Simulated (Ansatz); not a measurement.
# BH3O2F: molecular dynamics (part 3 of 3)

The same run, continued: BH3O2F, multiplicity 2; UHF/def2-SVP (Ansatz 0.2.0). It belongs to a series of runs on one base structure; here: dynamics from the highest image of the converged band.

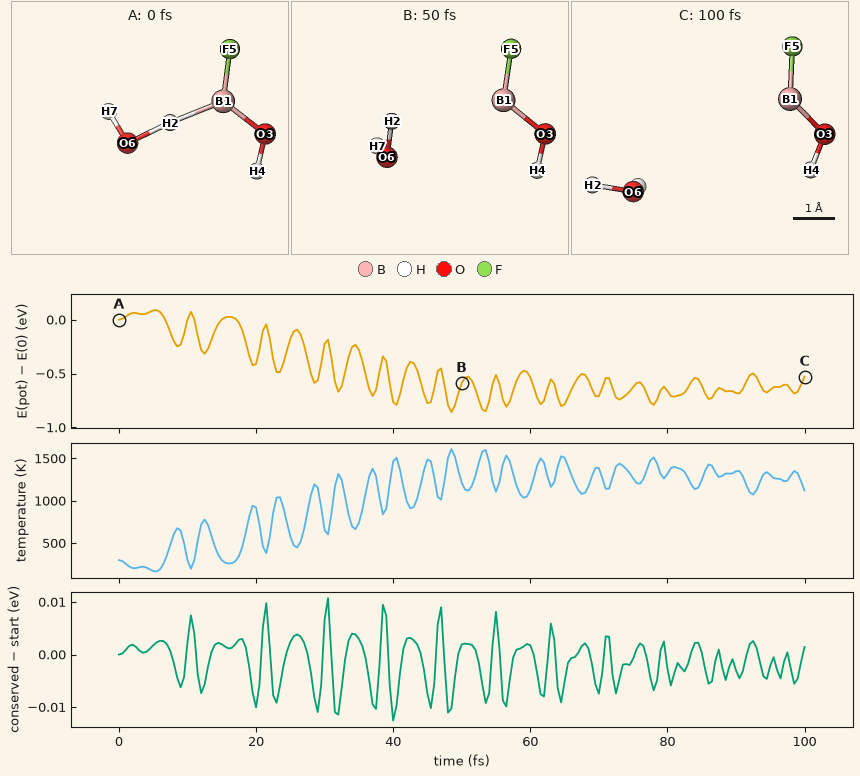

**Figure 1.** Frames of the molecular dynamics (ball-and-stick, seen on its broad side) above the curves, on which the letters mark them. The trajectory kept here has 201 frames over 100 fs. The temperature starts at 300 K, ranges from 165 to 1612 K and averages 1294 K over the second half. The potential energy ends 0.529 eV below its first value. The conserved quantity stays within 0.023 eV. After an unweighted best fit of the last frame on the first, the root-mean-square displacement is 1.39 Å, and H2 has moved furthest (2.76 Å).

```
Total energy: -7494.24294008 eV, -275.4083482675 hartree
Atom 0 at    -0.288785    -0.100745    -0.706411 Å, force    -1.828917     0.618771     1.297741 eV/Å
Atom 1 at    -0.115789     0.195728     4.667506 Å, force     2.353436    -0.924721    -3.324620 eV/Å
Atom 2 at     0.929402    -0.296526    -1.107817 Å, force     1.544513    -0.675737    -0.483517 eV/Å
Atom 3 at     1.577075    -0.012028    -0.473898 Å, force    -0.118756     0.133259    -0.353756 eV/Å
Atom 4 at    -1.369287    -0.668287    -1.184080 Å, force     0.389340    -0.065332    -0.439836 eV/Å
Atom 5 at     0.469630     0.007251     3.831561 Å, force    -1.588749    -2.220175     3.254414 eV/Å
Atom 6 at     0.669284    -0.983110     3.871221 Å, force    -0.750866     3.133935     0.049573 eV/Å
Dipole moment:     0.269388    -0.134320     0.585642 e Å
```

Trajectory as extended XYZ (Å, eV, eV/Å), 14 of the 201 frames kept, from step=0 to step=200:
```
7
Properties=species:S:1:pos:R:3:forces:R:3 step=0 time_fs=0.0 energy=-7493.71371 temperature=300.0
B    -0.1101   -0.2548   -0.0245    0.0001   0.0001   0.0001
H    -0.0063   -0.0447    1.3703    0.0006  -0.0001   0.0000
O     0.9682   -0.1725   -0.7909    0.0000   0.0000   0.0000
H     1.7682    0.0548   -0.3419    0.0000   0.0000  -0.0002
F    -1.2688   -0.5821   -0.5332   -0.0002  -0.0001   0.0001
O     0.2464   -0.1266    2.5462   -0.0004   0.0000   0.0001
H    -0.5131   -0.6272    2.8262    0.0000   0.0000   0.0000
7
Properties=species:S:1:pos:R:3:forces:R:3 step=15 time_fs=7.5 energy=-7493.83111 temperature=482.7
B    -0.1194   -0.2984   -0.0108    1.3363   0.3279  -2.1622
H     0.0533   -0.0768    1.4824    0.0634   0.0055   2.1490
O     0.9788   -0.1725   -0.7906   -0.8805   0.0592   1.0797
H     1.6971    0.1649   -0.2733    0.2758  -0.1407  -0.2571
F    -1.2672   -0.5652   -0.5241   -0.8277  -0.3705  -0.2437
O     0.2356   -0.1156    2.5130   -0.6423  -0.5332  -0.1541
H    -0.4308   -0.7293    2.8485    0.6750   0.6517  -0.4116
7
Properties=species:S:1:pos:R:3:forces:R:3 step=31 time_fs=15.5 energy=-7493.69215 temperature=268.9
B    -0.0841   -0.3292   -0.0755   -2.2232   0.3863   1.5383
H    -0.0606   -0.0459    1.4568    0.6782  -0.2949   2.5466
O     0.9753   -0.1685   -0.7683    1.8699   0.2134  -1.8212
H     1.7289    0.1914   -0.3278    0.0998  -0.1674   0.1016
F    -1.2867   -0.5578   -0.5234    0.0436  -0.3846  -0.5691
O     0.2369   -0.1055    2.5370   -1.1065  -0.6142  -1.3155
H    -0.3242   -0.8196    2.8766    0.6381   0.8614  -0.4807
7
Properties=species:S:1:pos:R:3:forces:R:3 step=46 time_fs=23.0 energy=-7494.20029 temperature=1038.7
B    -0.1176   -0.3424   -0.1037    1.4144   0.6108   0.2171
H    -0.1146   -0.0039    1.7212   -0.3852   0.1738  -0.5568
O     1.0136   -0.1584   -0.7937   -1.0040  -0.2569  -0.6172
H     1.7982    0.1172   -0.3450   -0.2143  -0.1341   0.2783
F    -1.3100   -0.5615   -0.5409   -0.3762  -0.3111  -1.0886
O     0.2404   -0.0963    2.5828   -0.0928  -1.2159   2.2048
H    -0.2043   -0.8828    2.9381    0.6582   1.1333  -0.4376
7
Properties=species:S:1:pos:R:3:forces:R:3 step=62 time_fs=31.0 energy=-7494.06856 temperature=848.3
B    -0.1107   -0.3248   -0.1217   -0.1158   0.0129  -1.0880
H    -0.1996    0.0369    1.9565   -3.8937   1.2664  -5.9946
O     1.0274   -0.1562   -0.8415   -1.5705  -0.3707   0.6572
H     1.7602   -0.0350   -0.2523    0.0797   0.0632  -0.1780
F    -1.3367   -0.5739   -0.5881    1.4904   0.2309  -0.1705
O     0.2530   -0.0858    2.6732    3.5393  -2.1966   7.0213
H    -0.0714   -0.9282    3.0149    0.4706   0.9939  -0.2474
7
Properties=species:S:1:pos:R:3:forces:R:3 step=77 time_fs=38.5 energy=-7494.05307 temperature=839.7
B    -0.1100   -0.3005   -0.1810   -1.8251  -0.2852   0.7036
H    -0.3027    0.0838    2.1884   -6.2280   1.8845  -6.4107
O     0.9944   -0.1674   -0.8671    0.5344  -0.2265  -0.5194
H     1.7260   -0.1495   -0.2642    0.1898   0.2288  -0.2608
F    -1.3245   -0.5811   -0.6405    1.0021   0.2591  -0.3308
O     0.2721   -0.0756    2.7816    5.8667  -3.4064   7.2837
H     0.0499   -0.9685    3.1053    0.4600   1.5457  -0.4657
7
Properties=species:S:1:pos:R:3:forces:R:3 step=92 time_fs=46.0 energy=-7494.34953 temperature=1275.2
B    -0.1674   -0.2815   -0.2139    2.1654   0.5711   1.4495
H    -0.4226    0.1333    2.4441   -4.3899   1.2525  -2.8217
O     0.9676   -0.1881   -0.9028   -0.1276  -0.3072  -0.3951
H     1.7663   -0.1491   -0.3971   -0.2153   0.2039   0.0800
F    -1.2919   -0.5839   -0.7052   -1.9142  -0.4756  -1.3596
O     0.2969   -0.0657    2.9027    4.1632  -3.4355   3.7292
H     0.1619   -0.9989    3.1996    0.3185   2.1909  -0.6822
7
Properties=species:S:1:pos:R:3:forces:R:3 step=108 time_fs=54.0 energy=-7494.47028 temperature=1459.2
B    -0.1567   -0.2416   -0.1929   -0.9042  -0.4611  -1.3777
H    -0.4962    0.1613    2.7738   -3.8815   1.0916  -1.2664
O     0.9368   -0.2203   -0.9537    0.1844   0.0427   0.4972
H     1.7449   -0.0299   -0.4980   -0.1213   0.0544  -0.0416
F    -1.2957   -0.5960   -0.8049    0.7897   0.3660   0.8234
O     0.3248   -0.0545    3.0377    3.7289  -3.5767   1.9952
H     0.2597   -1.0143    3.2906    0.2039   2.4831  -0.6301
7
Properties=species:S:1:pos:R:3:forces:R:3 step=123 time_fs=61.5 energy=-7494.49789 temperature=1501.7
B    -0.1733   -0.2213   -0.2289   -1.3554  -0.5551  -1.6296
H    -0.5583    0.1955    3.0993   -0.1016  -0.0621  -0.0014
O     0.9120   -0.2498   -0.9884    0.8036   0.4330   0.4955
H     1.6884    0.1173   -0.5867   -0.0701  -0.1918  -0.0603
F    -1.2872   -0.5999   -0.8813    0.5878   0.3195   1.1725
O     0.3526   -0.0443    3.1667    0.2243  -3.0875   0.7022
H     0.3492   -1.0313    3.3826   -0.0887   3.1439  -0.6789
7
Properties=species:S:1:pos:R:3:forces:R:3 step=138 time_fs=69.0 energy=-7494.35700 temperature=1292.5
B    -0.2360   -0.2205   -0.3327    2.3145   0.9934   1.0112
H    -0.5730    0.2099    3.4494    2.4337  -0.7434  -0.4001
O     0.9074   -0.2682   -1.0098    0.6663   0.3138  -0.1024
H     1.6505    0.2027   -0.6612   -0.1672  -0.2455   0.1937
F    -1.2715   -0.5987   -0.9318   -2.8415  -1.0587  -1.0952
O     0.3796   -0.0338    3.2949   -2.1321  -2.7732   1.0001
H     0.4213   -1.0372    3.4756   -0.2737   3.5137  -0.6073
7
Properties=species:S:1:pos:R:3:forces:R:3 step=154 time_fs=77.0 energy=-7494.40289 temperature=1365.3
B    -0.2238   -0.1814   -0.4114   -1.3311  -0.0810  -0.1064
H    -0.4972    0.2062    3.8033    2.4883  -0.7758  -1.0213
O     0.9248   -0.2790   -1.0379    1.0010   0.3096  -0.1767
H     1.6223    0.2036   -0.6132   -0.0126  -0.2790  -0.0670
F    -1.3200   -0.6218   -1.0060    0.3232   0.0572   0.3829
O     0.4040   -0.0219    3.4330   -1.9818  -3.0426   1.4418
H     0.4951   -1.0370    3.5720   -0.4869   3.8116  -0.4533
7
Properties=species:S:1:pos:R:3:forces:R:3 step=169 time_fs=84.5 energy=-7494.26394 temperature=1154.9
B    -0.2490   -0.1439   -0.4873   -0.7158  -0.7603  -1.2079
H    -0.4112    0.2042    4.1226    3.1810  -0.9964  -2.1143
O     0.9620   -0.2817   -1.0696   -0.8813   0.2301   0.7063
H     1.6539    0.1111   -0.5483   -0.1738  -0.1496  -0.2270
F    -1.3659   -0.6449   -1.0701    1.7559   0.6900   0.7678
O     0.4269   -0.0118    3.5620   -2.5201  -2.7411   2.3286
H     0.5582   -1.0249    3.6645   -0.6460   3.7273  -0.2535
7
Properties=species:S:1:pos:R:3:forces:R:3 step=185 time_fs=92.5 energy=-7494.21164 temperature=1074.4
B    -0.3025   -0.1345   -0.6174    1.9323   0.6801   0.8600
H    -0.2648    0.1909    4.4169    2.6705  -0.8531  -2.6667
O     0.9664   -0.2816   -1.0876   -1.3036  -0.3964  -0.0003
H     1.6760   -0.0085   -0.5203   -0.4505   0.1558  -0.0547
F    -1.3698   -0.6533   -1.1206   -0.1921  -0.4289  -0.7808
O     0.4490   -0.0004    3.7006   -1.9004  -3.0413   2.7971
H     0.6168   -1.0160    3.7730   -0.7562   3.8838  -0.1545
7
Properties=species:S:1:pos:R:3:forces:R:3 step=200 time_fs=100.0 energy=-7494.24294 temperature=1121.1
B    -0.2888   -0.1007   -0.7064   -1.8289   0.6188   1.2977
H    -0.1158    0.1957    4.6675    2.3534  -0.9247  -3.3246
O     0.9294   -0.2965   -1.1078    1.5445  -0.6757  -0.4835
H     1.5771   -0.0120   -0.4739   -0.1188   0.1333  -0.3538
F    -1.3693   -0.6683   -1.1841    0.3893  -0.0653  -0.4398
O     0.4696    0.0073    3.8316   -1.5887  -2.2202   3.2544
H     0.6693   -0.9831    3.8712   -0.7509   3.1339   0.0496
```

The run was set up as follows.

Input file:
```yaml
crystal:
  periodic: [false, false, false]
  atoms:
    - { symbol: B, position_ang: [-0.110074, -0.254758, -0.024507] }
    - { symbol: H, position_ang: [-0.006323, -0.044723, 1.370268] }
    - { symbol: O, position_ang: [0.968202, -0.172477, -0.790859] }
    - { symbol: H, position_ang: [1.768236, 0.054829, -0.341925] }
    - { symbol: F, position_ang: [-1.268837, -0.58207, -0.533186] }
    - { symbol: O, position_ang: [0.24635, -0.126603, 2.546208] }
    - { symbol: H, position_ang: [-0.513055, -0.627198, 2.826201] }
magnetization:
  spin_polarized: true
  initial_magnetization: 1
basis:
  gaussian: { orbitals: def2-SVP }
hamiltonian:
  xc: hf
md:
  timestep: 0.5
  n_steps: 200
  ensemble: nve
  temperature: 300.0
  initial_velocities: maxwell_boltzmann
  seed: 7348
```

Launch command:
```bash
ansatz run input.yaml --threads 1 --pin off --max-ram 2048MiB --backend cpu --events-out ev --progress --plain --runs-dir out
```

Summary:

| quantity | value |
| --- | --- |
| outcome | finished |
| mean temperature over the second half | 1294 K |
| trajectory | 200 steps, 100 fs |
| ensemble | nve |
| temperature in the input | 300.0 K |
| time step | 0.5 fs |
| potential energy (last step) | −7494.2429 eV |
| mean-field energy (last step) | −7494.2429 eV |
| ⟨S²⟩ (last step) | 0.753 |
| largest force (length of the vector) (last step) | 4.248 eV/Å |
| hardware | 1 thread of Arm Neoverse V2, 24 GiB of memory available, shared host |
| wall time | 2.3 min |
| peak memory | 0.12 GiB |

Remarks:

So short a trajectory is not equilibrated.
